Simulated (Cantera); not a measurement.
Input: 1 mol Si2Cl6, 0.27 mol Cl2, 170 mol H2, equilibrated at 1 atm.

Cantera equilibrium calculation (NASA polynomials, part measured and part estimated; ideal gas, pure solids and liquids). Candidate condensed phases: Si; 19 gas species. The feed counts by its element totals alone. The tables' values for SiCl3 are old estimates; treat these amounts as uncertain. Equilibrium is a limit: real reactors are often held back by kinetics, nucleation or transport.

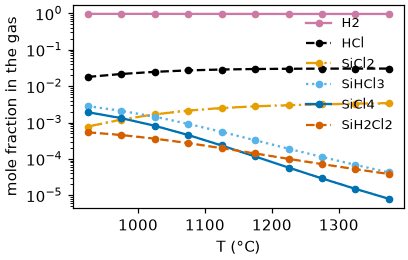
Equilibrium gas composition (values under 1e-9 drawn at 1e-9)

From 925 °C to 1375 °C the condensed part is Si(s). The main Si-bearing gas is SiHCl3 at 925 °C and SiCl2 at 1375 °C. The share of Si in condensed phases is highest at 1275 °C (69.1 %) and lowest at 925 °C (44.0 %).
